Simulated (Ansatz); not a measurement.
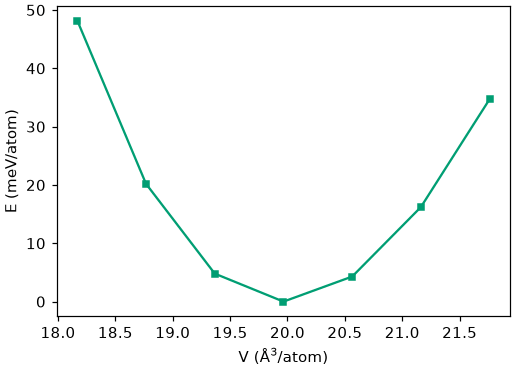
*LuAl2Ge2 in space group P-3m1 (No. 164; Al on 2d, Lu on 1a, Ge on 2d) under volume change, r²SCAN in the plane-wave PAW code Ansatz, shape and atoms relaxed at each volume.*

Q: What does a third-order Birch–Murnaghan fit give for V₀, B₀ and B′?

A: V₀ = 19.97 Å³/atom, B₀ = 80.4 GPa, B′ = 4.4.

The workflow started from an entry of the Crystallography Open Database (COD). Its standing as an ambient phase is unchecked. Symmetry was held in the r²SCAN relaxation; whether a distortion lowers the energy is not shown. Scalar-relativistic: spin–orbit coupling is off unless named, which matters more the heavier the elements.

Potentials: the later of the program's two PAW sets.
